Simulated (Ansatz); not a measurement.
Input

```
crystal:
  periodic: [false, false, false]
  atoms:
    - {symbol: Si, position_ang: [1.222735, -2.407996, 1.226672]}
    - {symbol: C, position_ang: [0.521658, -1.074131, 0.507691]}
    - {symbol: Si, position_ang: [0.194673, 0.515263, 0.016503]}
    - {symbol: H, position_ang: [0.644967, -3.779606, 1.033535]}
    - {symbol: H, position_ang: [0.690333, 1.099670, -1.251032]}
    - {symbol: H, position_ang: [-0.735523, 1.418923, 0.732005]}
basis:
  gaussian: {orbitals: def2-TZVPP}
magnetization: {spin_polarized: true, initial_magnetization: 1}
hamiltonian: {xc: pbe0, dispersion: d4}
output: {orbitals: {seedname: orbitals}}
```

Run with:

```sh
ansatz run in.yaml --threads 2 --pin off --events-out ev --progress --plain --max-ram 4352MiB
```

Geometry: PBE0-D4/def2-TZVP.

Level of theory: UKS PBE0-D4/def2-TZVPP in Ansatz 0.2.0.

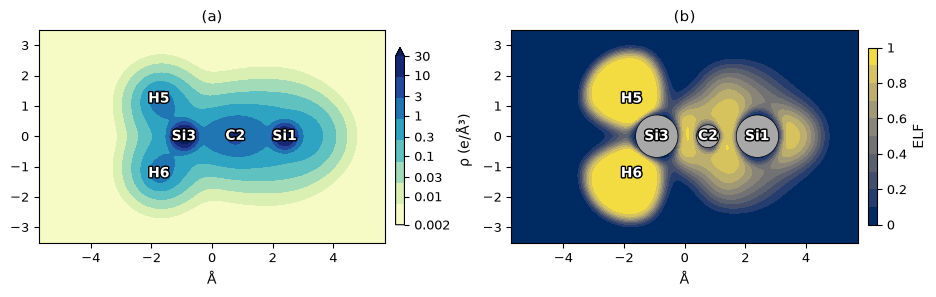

CH₃Si₂ (doublet). (a) total electron density; (b) electron localisation function on the plane of atoms H5, Si3 and H6. Grey discs cover the atomic cores in the ELF map.

Question: What does the map show?

Answer:
- Atoms in the plane: Si, C and H.
- C–Si (1.67 Å): the density is about 1.2 e/Å³ at the midpoint; the ELF peaks at about 0.90 between the atoms (a covalent bond).
- Si–H (1.48 Å): the density is about 0.82 e/Å³ at the midpoint; the ELF climbs to about 1 towards the hydrogen, as it does in any bond to H.
